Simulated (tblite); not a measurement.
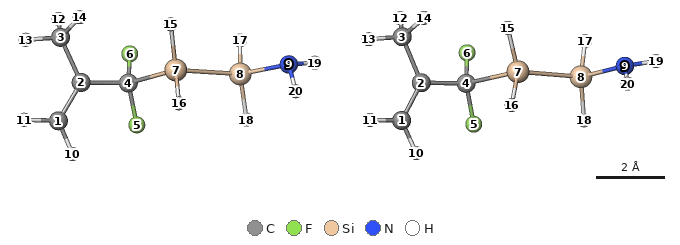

Two geometries of C4H11F2NSi2, drawn at one scale. One is the start of a relaxation, the other its converged end. A ball-and-stick model, seen face on.

These are results of tblite 0.8.0, GFN2-xTB geometry optimisation, gas phase, not measurements. 

Which one is relaxed?

Answer. The right one is the relaxed one. The largest move after the best rigid fit is that of H20, 0.45 Å. By element the largest moves are H 0.45 Å, Si 0.19 Å, F 0.18 Å, C 0.15 Å, N 0.14 Å. Some distances before and after: C4–Si7 1.861 → 1.947 Å, Si7–H16 1.514 → 1.471 Å, Si7–H15 1.502 → 1.470 Å, C2–C4 1.525 → 1.495 Å. Bond angles that change, for instance: Si7–Si8–N9 114.5° → 103.3°, N9–Si8–H18 104.1° → 114.7°, C4–Si7–H16 112.3° → 102.1°. Over 78 geometry steps the energy falls by 10.7 kcal/mol.
